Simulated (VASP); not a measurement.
Band structure of RbBr (rock salt). Computed with vdW-DF-cx, VASP's PBE PAW potentials (set 64) (plane waves; VASP).

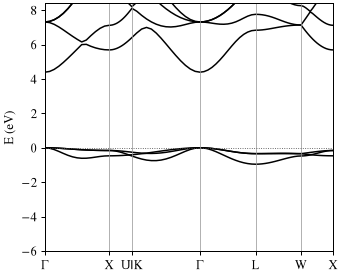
Fig. 1. Bands along high-symmetry lines, zero at the valence-band maximum or, without a gap, the Fermi level

**Question.** Read the plot: is there a gap, and where are the band edges?

**Answer.** The gap is direct, 4.39 eV, from the valence maximum at Γ to the conduction minimum at Γ. (Edges off the drawn lines would not show.)

Measured: gap 7.20 eV (computed value off by -2.81 eV), as given by Aguado et al., (1998), arXiv:cond-mat/9809176.

The compound is RbBr in the rock salt structure. The cell was not relaxed at this level.
